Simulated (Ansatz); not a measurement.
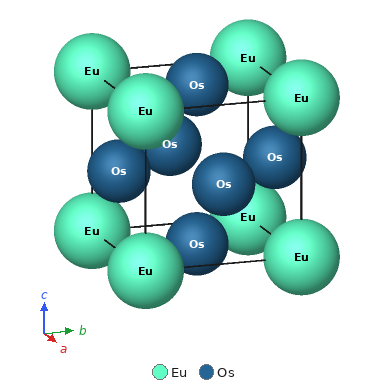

An orthographic spheres-only view of the structure, slightly off an axis. Lines trace the edges of the conventional unit cell.

EuOs3, Cu₃Au (L1₂) type, space group Pm-3m (No. 221), a = 4.063 Å, b = 4.063 Å, c = 4.063 Å, α = 90.00°, β = 90.00°, γ = 90.00°. The initial geometry was a structure type filled with these elements by a generator (whether the compound takes this form wasn't checked). The cell was then strained or its atoms displaced on purpose. It was the input of a calculation with Ansatz.

This one geometry was computed with Ansatz (DFT, plane waves, PAW) at five levels of theory: PBE, r2SCAN, PBEsol, LDA and PBE with spin-orbit coupling.

Q: Which level gives the highest pressure at this volume, and what does that say about its equilibrium volume?

A: Highest: PBE with spin-orbit coupling (0.8 GPa), which points to the largest equilibrium volume. Lowest, with the smallest volume: LDA (-13.1 GPa). Levels within 0.5 GPa of each other can't be told apart.

Q: How does the band gap change with the level of theory?

A: All levels give a metal.

Q: Collect the results in a table.

A:
| level | cutoff (eV) | k-mesh of the run's cell | gap (eV) | pressure (GPa) | absolute moment (μB/atom) |
| --- | --- | --- | --- | --- | --- |
| PBE | 420 | 8×8×8 | metal | 0.0 | 1.77 |
| r2SCAN | 500 | 8×8×8 | metal | -2.5 | 1.97 |
| PBEsol | 420 | 8×8×8 | metal | -8.6 | 1.76 |
| LDA | 420 | 8×8×8 | metal | -13.1 | 1.74 |
| PBE with spin-orbit coupling | 420 | 8×8×8 | metal | 0.8 | 1.74 |

Gaps are taken on the k-mesh or band path of each run.
